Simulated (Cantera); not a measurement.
Input: 1 mol CF4, 0.087 mol H2, 0.025 mol CH4, at 41.0 Pa.

Equilibrium computed with Cantera from the NASA thermochemical tables; the gas is ideal and each condensed phase is pure. Candidate condensed phases: C, C6H6, C7H8, C8H18; 95 gas species. The numbers say what is thermodynamically allowed, not how fast it happens.

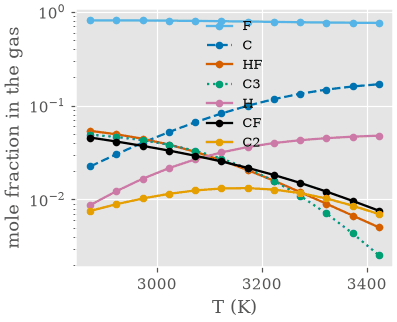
Figure: Equilibrium gas composition (values under 1e-9 drawn at 1e-9)

Task: Read off the mole fractions at 2923 K.

Result: F about 0.81, HF about 0.050, C3 about 0.046, CF about 0.041, C about 0.030, H about 0.012, C2 about 0.0089.
